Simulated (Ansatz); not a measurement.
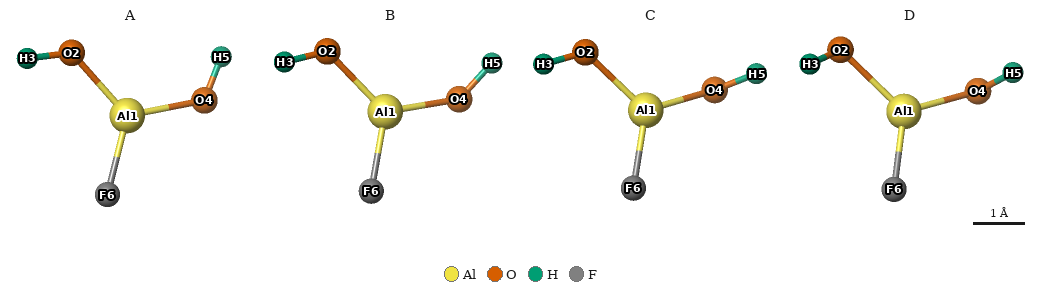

4 geometries from one relaxation of AlH$_{2}$O$_{2}$F, in shuffled order. The picture is a ball-and-stick view, seen at a tilt.

The run prepares the start of a later molecular dynamics calculation, from a guessed geometry.

Level of theory: RKS B3LYP-D4/def2-SVP (Ansatz). (no spin polarisation; force threshold 0.02 eV/Å; at most 40 steps)

Question: Put them in the order of the run, from the start to the converged end.

Answer: D, C, B, A. They are steps 0, 4, 7, 14, at +0.472 eV, +0.112 eV, +0.067 eV relative to the last. After 13 accepted moves (14 points after the start) the energy has fallen by 0.472 eV. Largest force component: 1.9 eV/Å at the start, 0.0051 eV/Å at the end. The line search rejected the trial step at point 12 of the run. The forces were under the threshold at step 11, but the run went on from there. H5 moves most after the best rigid fit: 0.58 Å. By element the largest moves are H 0.58 Å, O 0.49 Å, F 0.22 Å, Al 0.18 Å. Some distances before and after: Al1–O2 1.780 → 1.692 Å, O2–H3 1.010 → 0.961 Å, Al1–F6 1.690 → 1.658 Å. Among the angles between lasting bonds that change: Al1–O2–H3 109.5° → 125.3°, Al1–O4–H5 109.5° → 124.8°, O4–Al1–F6 120.0° → 117.6°. Groups turn about Al1–O4 by about 90°.
